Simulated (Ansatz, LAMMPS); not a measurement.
# Amorphous 73P2O5-20PbO-7Al2O3 (mol %) (88 atoms) in motion

How do the atoms of amorphous 73P2O5-20PbO-7Al2O3 (mol %) (88 atoms) move, and what local order do they keep?

Method: Kohn-Sham DFT, LDA, PAW (set soft_2), plane waves, in Ansatz 0.2.0.

**1. The structure**

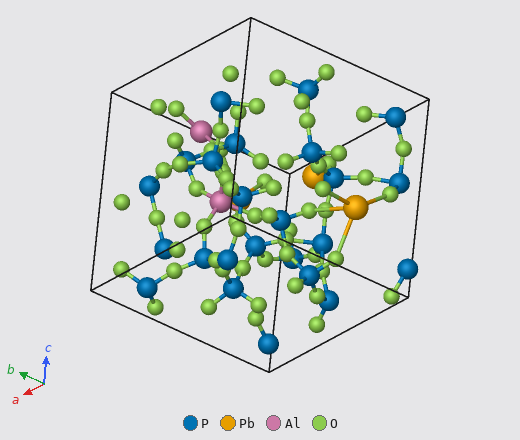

Start, viewed from a free direction; phosphorus blue, lead orange, aluminium pink, oxygen green. Bonds to atoms that aren't drawn are left out. Some periodic images of atoms are drawn too.

The cell holds 88 atoms: 22 P, 3 Pb, 2 Al and 61 O. Cell: a = 10.776 Å, b = 10.776 Å, c = 10.776 Å, α = 90.0°, β = 90.0°, γ = 90.0°. 88 atoms (22 P, 3 Sr, 2 Al, 61 O) placed at random at 2.63 g/cm³, melted at 5000 K for 10 ps at fixed volume with the Morse and Coulomb pair potential with partial charges (Pedone, Malavasi, Menziani, Cormack and Segre, J. Phys. Chem. B 110, 11780 (2006)). Quenched from 5000 K to 300 K at 10 K/ps and fixed volume, held 10 ps at zero pressure, then minimised at fixed cell. Then Sr was replaced by Pb and the cell scaled by 1.008 (the potential has no terms for the new elements, so the cell is a start for a DFT relaxation).

Limits known from the start: The quench rate of 10 K/ps is many orders above laboratory rates, so the cell is likely richer in defects and strain than a real sample. The network of bonds at the start is that of the classical potential that made the cell, and needn't be the one that DFT or experiment would give. Sampling is at Γ alone, for a cell whose shortest periodic width is 11 Å. No spin–orbit coupling is included, so levels derived from the heavy atoms are approximate.

**2. Single point at the start**

A single point comes first, to see the forces before anything moves.

The input, input.yaml:

```yaml
crystal:
  lattice:
    - [10.77554, 0.0, 0.0]
    - [0.0, 10.77554, 0.0]
    - [0.0, 0.0, 10.77554]
  atoms:
    - { symbol: P, position: [0.35655, 0.87349, 0.46344] }
    - { symbol: P, position: [0.05824, 0.12863, 0.87818] }
    - { symbol: P, position: [0.33518, 0.75256, 0.00721] }
    - { symbol: P, position: [0.3729, 0.46592, 0.33773] }
    [... 78 atom lines left out ...]
    - { symbol: O, position: [0.84034, 0.47125, 0.07553] }
    - { symbol: O, position: [0.61559, 0.43378, 0.74064] }
    - { symbol: O, position: [0.0815, 0.72605, 0.28498] }
    - { symbol: O, position: [0.27668, 0.539, 0.56819] }
    - { symbol: O, position: [0.21467, 0.25948, 0.16903] }
    - { symbol: O, position: [0.08213, 0.50719, 0.95852] }
kpoints:
  mp_grid: { grid: [1, 1, 1] }
hamiltonian:
  xc: lda
scf:
  occupations: { method: fermi_dirac, width: 0.025 }
output:
  forces: true
```

Command:

```console
$ ansatz run input.yaml --threads 4 --pin off --max-ram 8192MiB --backend cpu --events-out ev --progress --plain --runs-dir out
```

Run time: 12 s. Hardware: 4 threads of Arm Neoverse V2, shared host; peak memory 1.4 GiB; 47 s of CPU time.

The run gave:

```yaml
free_energy: -85689.6505 eV
free_energy_per_atom: -973.7460 eV/atom
scf_cycles: 11
r_m_s_force_component: 1.393 eV/Å
longest_force: 6.486 eV/Å
fermi_energy: 4.415 eV
```

The r.m.s. force component of 1.4 eV/Å sets the starting point.

Length of the force by element:

```
element  coordination  atoms  mean length of the force (eV/Å)  spread  least  most
     Al           all      2                             1.93   0.793   1.14  2.72
      O           all     61                             1.60   0.848  0.142  4.20
      P           all     22                             3.39    1.44  0.771  6.49
     Pb           all      3                            0.959   0.608  0.280  1.76
```

**3. Dynamics at 900 K**

A Langevin thermostat couples each atom to a heat bath, at the price of damped dynamics. The time step is 1.0 fs.

Changes to input.yaml since step 2:

```diff
@@ -15 +15,8 @@
   forces: true
+md:
+  timestep: 1.0
+  n_steps: 182
+  ensemble: nvt_langevin
+  temperature: 900
+  initial_velocities: maxwell_boltzmann
+  seed: 2083
```

Wall time 24 min (4 threads); peak memory 1.5 GiB; 1.6 h of CPU time.

The program notes that it switched symmetry off.

The trajectory, sampled:

```
time (fs)  T (K)  potential (meV/atom)
      0.0    890                   0.0
     12.0    754                  16.0
     24.0    701                  28.3
     36.0    712                  34.2
     49.0    905                  12.2
     61.0    881                   5.2
     73.0    906                   1.4
     85.0    918                   3.6
     97.0    841                  12.0
    109.0    908                   1.6
    121.0    773                  21.7
    133.0    935                  -2.5
    146.0    893                   1.4
    158.0    931                  -3.2
    170.0    960                  -8.2
    182.0    984                   1.3
```

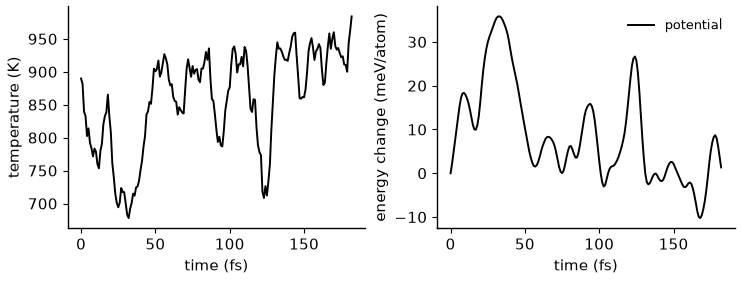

Temperature and energies against time.

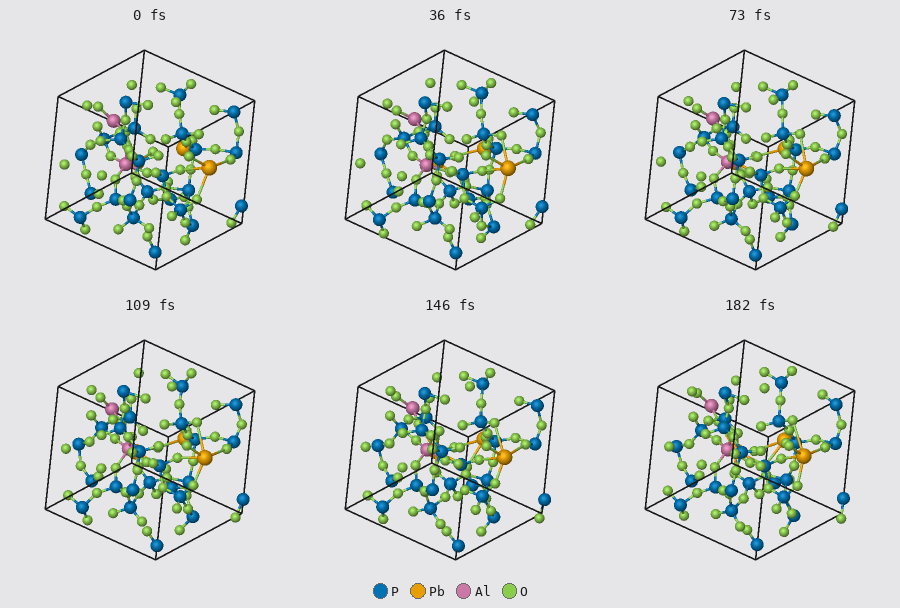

6 frames of the run. Bonds to atoms that aren't drawn are left out.

Mean square displacement from the first frame to the last: P 0.15 Å², Pb 0.092 Å², Al 0.25 Å², O 0.41 Å².

The mean square displacement by time lag:

```
time lag (fs)  Al (Å²)  O (Å²)   P (Å²)  Pb (Å²)
           10  0.00969  0.0118  0.00597   8.5e-4
           20   0.0295  0.0358   0.0168  0.00316
           30   0.0465  0.0623   0.0274  0.00671
           40   0.0591  0.0891   0.0369   0.0113
           50   0.0742   0.114   0.0449   0.0168
           60   0.0969   0.139   0.0538   0.0230
           70    0.123   0.165   0.0647   0.0295
           80    0.147   0.192   0.0763   0.0365
           90    0.167   0.218   0.0882   0.0439
```

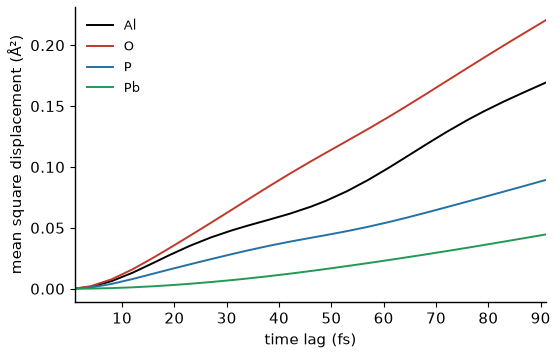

Mean square displacement against time lag.

Over the second half of 182 fs the temperature averages 888 K with swings of 65 K r.m.s. From first frame to last O has the largest mean square displacement, 0.41 Å² at the end; the farthest move is 1.24 Å. The run spans 0.18 ps, too short for its means to be equilibrium values.

**4. Distances and neighbours late in the run**

The g(r) is a mean over the second half; what follows it is taken at the last frame.

Bonds before and after, by the cutoffs listed below:

```
pair  bonds before  bonds after  mean before (Å)  mean after (Å)  spread before (Å)  spread after (Å)
 O-P            90           89            1.559           1.568              0.053             0.103
O-Al             8            8            1.774           1.786              0.035             0.103
```

Density 3.10 g/cm³, 14.22 Å³ an atom.

Mean of 15 frames. Pair distribution functions g(r), in bins of 0.2 Å:

```
r (Å)  total   O-O   O-P  O-Pb  O-Al   P-P  P-Pb
 1.30   0.04  0.00  0.10  0.00  0.00  0.00  0.00
 1.50   3.39  0.00  9.75  0.00  0.11  0.00  0.00
 1.70   1.47  0.00  3.54  0.00  7.42  0.00  0.00
 1.90   0.17  0.00  0.24  0.00  2.83  0.00  0.00
 2.10   0.04  0.03  0.02  0.20  0.13  0.00  0.00
 2.30   0.64  1.17  0.02  1.41  0.00  0.00  0.00
 2.50   1.81  3.46  0.00  3.03  0.00  0.00  0.00
 2.70   1.05  1.92  0.12  1.30  0.04  0.24  0.00
 2.90   0.74  0.80  0.30  1.13  0.36  2.30  0.11
 3.10   0.88  0.78  0.63  0.20  0.50  3.33  0.31
 3.30   0.73  0.68  0.86  0.14  1.17  0.49  0.57
 3.50   0.75  0.61  1.10  0.33  0.87  0.23  1.38
 3.70   0.92  0.56  1.51  0.49  0.91  0.50  2.34
 3.90   1.21  0.75  1.99  0.66  2.09  0.14  2.69
 4.10   1.09  0.89  1.40  1.00  2.15  0.66  1.05
 4.30   1.07  1.07  0.92  1.79  1.33  1.37  0.85
 4.50   1.12  1.35  0.71  1.36  1.10  1.61  0.65
 4.70   1.08  1.33  0.65  1.41  0.81  1.34  1.56
 4.90   1.10  1.29  0.80  1.46  0.53  1.14  1.29
 5.10   0.97  1.02  0.91  1.25  0.61  0.75  1.11
 5.30   0.97  0.91  0.99  1.16  0.89  1.20  1.15
```

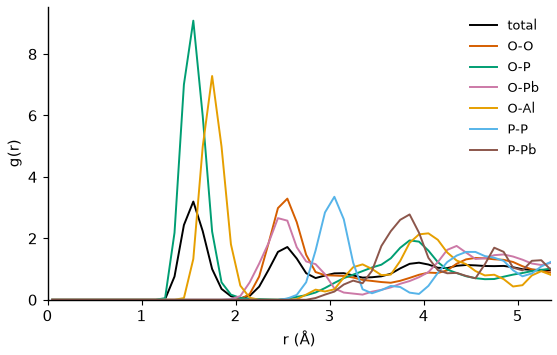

Pair distribution functions, lightly smoothed.

Bonds by pair of elements; cutoffs follow the first minimum of g(r), held within bounds set by covalent radii, and pairs that aren't listed don't count as bonded:

```
pair A-B  cutoff (Å)  bonds  mean length (Å)  spread (Å)  shortest (Å)  B about A  A about B
     O-P        2.11     89             1.57       0.103          1.39       1.46       4.04
    O-Pb        2.82     15             2.52       0.179          2.24      0.246          5
    O-Al        2.38      8             1.79       0.103          1.67      0.131          4
```

The cutoff for O-Pb falls short of the minimum of g(r), so counts run low and odd coordinations can be artefacts.

How many atoms have how many bonded neighbours:

```
element  mean   1   2  3   4  5  6
     Al     4   0   0  0   2  0  0
      O  1.84  12  47  2   0  0  0
      P  4.04   0   0  0  21  1  0
     Pb     5   0   0  0   1  1  1
```

Bond angles, per cent of each kind in bins of 5°:

```
angle (°)  O-P-O  O-Pb-O  P-O-P  P-O-Pb  O-Al-O
    60–65    0.0     6.5    0.0     0.0     0.0
    65–70    0.0     3.2    0.0     0.0     0.0
    70–75    0.0     3.2    0.0     0.0     0.0
    75–80    0.0    16.1    0.0     0.0     0.0
    80–85    1.5     0.0    0.0     0.0     0.0
    85–90    2.2     9.7    0.0     6.7     0.0
    90–95    3.7     3.2    0.0     0.0     0.0
   95–100   11.8     6.5    0.0     0.0     8.3
  100–105   16.2    12.9    0.0     6.7    16.7
  105–110   23.5     0.0    0.0     0.0    41.7
  110–115   16.2     3.2    3.6     0.0    16.7
  115–120   11.0     3.2    7.1    13.3     8.3
  120–125    8.1     9.7    3.6     0.0     8.3
  125–130    2.9     3.2    7.1     6.7     0.0
  130–135    1.5     6.5    7.1     0.0     0.0
  135–140    0.7     0.0   21.4    13.3     0.0
  140–145    0.0     3.2   14.3    13.3     0.0
  145–150    0.0     6.5    0.0     6.7     0.0
  150–155    0.0     0.0    7.1    13.3     0.0
  155–160    0.0     0.0   14.3     6.7     0.0
  160–165    0.7     3.2    7.1     6.7     0.0
  165–170    0.0     0.0    0.0     0.0     0.0
  170–175    0.0     0.0    3.6     6.7     0.0
  175–180    0.0     0.0    3.6     0.0     0.0
```

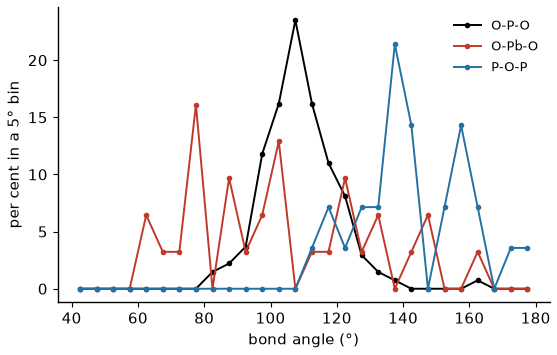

Distributions of the most common bond angles.

Bond angles (no mean is given where the spread exceeds 20°):

```
 angle  count  mean (°)  spread (°)
 O-P-O    136       109        10.9
O-Pb-O     31         -           -
 P-O-P     28       142        16.2
P-O-Pb     15         -           -
O-Al-O     12       110         6.8
```

Oxygen atoms by the number of network formers (Si, P, Ge, B, Al, As, Ga) bound to them:

```
network formers bound to O  O atoms  per cent
                         0        0         0
                         1       25        41
                         2       36        59
```

Network units: each former by its oxygen neighbours and how many of them bridge to another former:

```
former  O neighbours  bridging O  atoms
     P             4           2      7
     P             4           3     10
     P             4           4      4
     P             5           4      1
    Al             4           4      2
```

Bond length by coordination (bonds to H left out):

```
element  coordination  atoms  mean bond length (Å)
      O             1     12                  1.45
      O             2     47                  1.72
      O             3      2                  2.07
      P             4     21                  1.56
      P             5      1                  1.65
     Pb             4      1                  2.39
     Pb             5      1                  2.57
     Pb             6      1                  2.56
```

Rings of the network by King's shortest-path rule, up to 12 atoms, one path for each pair of neighbours; H, halogens, alkali and alkaline-earth atoms are left out, and the last column divides by all other atoms, bonded or not:

```
ring size (atoms)  rings  per network atom
                4      1             0.011
                6      3             0.034
                8      4             0.045
               10      7              0.08
               12      9             0.102
```

For some of the pairs, g(r) has its first main peak near 2.5 Å (O-O), 1.5 Å (O-P), 2.5 Å (O-Pb), 1.8 Å (O-Al), 3.0 Å (P-P) and 3.9 Å (P-Pb). The O-P-O angle averages 109° with a spread of 11°. Counting bonds to P and Al alone, not to Pb, 59 % of the oxygens join two of these atoms and 41 % one. The commonest P unit has 4 oxygens, 3 of them shared with other formers (10 of 22 atoms). Rings of 12 atoms are the most common (38 % of those counted); sizes run from 4 to 12, where the search stops.

**5. Single point at the last frame**

The last frame is solved again with fuller output, to read the electronic structure of a thermally displaced geometry.

The input, input.yaml:

```yaml
crystal:
  lattice:
    - [10.77554, 0.0, 0.0]
    - [0.0, 10.77554, 0.0]
    - [0.0, 0.0, 10.77554]
  atoms:
    - { symbol: P, position: [0.32326, 0.87095, 0.46282] }
    - { symbol: P, position: [0.0583, 0.10694, 0.86516] }
    - { symbol: P, position: [0.3528, 0.72701, 0.02011] }
    - { symbol: P, position: [0.34632, 0.46643, 0.32581] }
    [... 78 atom lines left out ...]
    - { symbol: O, position: [0.86835, 0.47833, 0.12599] }
    - { symbol: O, position: [0.70311, 0.47842, 0.72171] }
    - { symbol: O, position: [0.07552, 0.70344, 0.24873] }
    - { symbol: O, position: [0.32634, 0.54752, 0.60774] }
    - { symbol: O, position: [0.18326, 0.27965, 0.17921] }
    - { symbol: O, position: [0.09086, 0.49675, 0.99152] }
kpoints:
  mp_grid: { grid: [1, 1, 1] }
hamiltonian:
  xc: lda
scf:
  occupations: { method: fermi_dirac, width: 0.025 }
output:
  forces: true
  stress: true
  populations: true
  dos:
    method: { smearing: { sigma: 0.1 } }
    de: 0.1
    projected: { site_lists: { Al: [Al], O: [O], P: [P], Pb: [Pb] } }
  eigenvalues: true
  write_density: true
  write_potential: true
  volumetric_format: npy
  elf: true
```

The job ended after 22 s (4 threads; peak memory 1.4 GiB).

Read from the output:

```yaml
free_energy: -85689.5339 eV
free_energy_per_atom: -973.7447 eV/atom
scf_cycles: 11
pressure: -2.267 GPa
r_m_s_force_component: 1.516 eV/Å
longest_force: 5.988 eV/Å
fermi_energy: 4.585 eV
spacing_of_highest_filled_and_lowest_empty_level: 3.059 eV
spilling_of_the_projection: 0.017
```

Length of the force by element:

```
element  coordination  atoms  mean length of the force (eV/Å)  spread  least  most
     Al           all      2                             2.81   0.564   2.24  3.37
      O           all     61                             1.90   0.976  0.243  4.37
      P           all     22                             3.57    1.10   1.56  5.99
     Pb           all      3                             1.23  0.0756   1.12  1.30
```

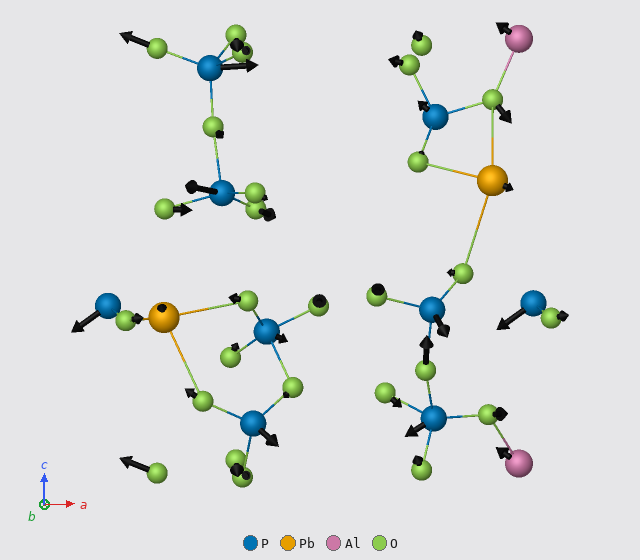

Forces as arrows; the longest in the cell is 5.99 eV/Å. Drawn is a slice 4 Å thick, seen along the normal of the ac plane. Bonds to atoms that aren't drawn are left out.

Density of states as counts of states in windows of 1 eV (from the Fermi level), total and the larger projections:

```
from (eV)  to (eV)  total   O p  P p  O s  Pb p
      -10       -9   16.4  10.2  2.1  0.9   0.1
       -9       -8   18.0  12.8  1.9  1.9   0.2
       -8       -7   40.0  30.5  3.5  3.4   0.5
       -7       -6   46.4  38.0  2.9  3.1   0.5
       -6       -5   50.6  43.6  2.2  2.3   0.4
       -5       -4   54.1  48.5  1.8  1.5   0.3
       -4       -3   49.6  45.3  1.5  0.7   0.3
       -3       -2   36.9  34.2  0.8  0.3   0.2
       -2       -1    4.9   4.6  0.1  0.0   0.0
       -1        1    0.0   0.0  0.0  0.0   0.0
        1        2    4.7   0.7  0.3  0.6   1.8
        2        3   10.6   1.5  1.2  1.3   3.6
        3        4   21.6   3.4  4.5  2.5   4.9
        4        5   24.7   4.4  7.2  2.3   2.8
```

Between -26 and -10 eV lie 207 more states.

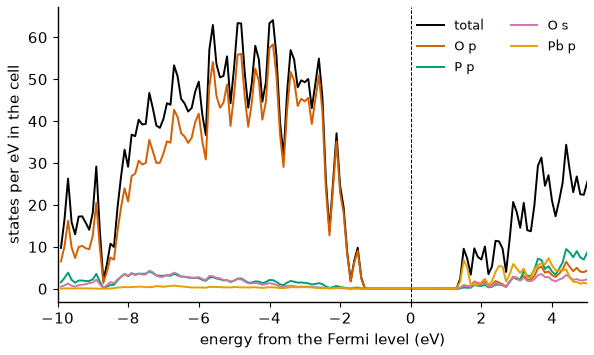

Total and projected density of states, with the broadening of the input.

The levels nearest the highest filled one (over half full), pooled over k-points and spins:

```
level less the highest filled one (eV)  occupation
                                -0.598           2
                                -0.576           2
                                -0.546           2
                                -0.419           2
                                -0.340           2
                                     0           2
                                  3.06           0
                                  3.36           0
                                  3.61           0
                                  3.92           0
                                  4.09           0
                                  4.37           0
```

The largest share in the top eV of filled states is O p (95 % of the projected weight), and in the lowest eV of empty states Pb p (37 % of the projected weight).

**6. Summary of results**

| Quantity | Value |
| --- | --- |
| mean temperature, second half | 887.9 K |
| temperature swing, second half | 64.96 K |
| free energy per atom | -973.7447 eV/atom |
| pressure | -2.267 GPa |
| r.m.s. force component | 1.516 eV/Å |
| gap (highest filled to lowest empty level) | 3.059 eV |
| wall time of the 3 DFT runs | 25 min |

**Reading.** Over the second half of 182 fs the temperature averages 888 K with swings of 65 K r.m.s. The run spans 0.18 ps, too short for its means to be equilibrium values. Counting bonds to P and Al alone, not to Pb, 59 % of the oxygens join two of these atoms and 41 % one. The highest filled and lowest empty levels differ by 3.06 eV (at Γ alone); a local or semilocal functional narrows such gaps, while the missing spin–orbit coupling widens them for these heavy elements, so the errors pull opposite ways. In a disordered cell it changes from sample to sample, and tail or defect levels can set it.

**Limits.** The stress is far from hydrostatic: its diagonal is -0.7, -0.3, -5.7 GPa, compression counted positive. The pressure of -2.3 GPa is that of one thermal frame at a volume set beforehand, without the kinetic term.

[Logs are printed without paths, hosts, clocks, repeated set-up lines and the standing remarks that a program may print on its own settings, such as how far it seeks lower states.]

[Hosts, paths, dates, database ids (printed as entryN), source tags and the programs' standing remarks are cut or masked in the printed files.]
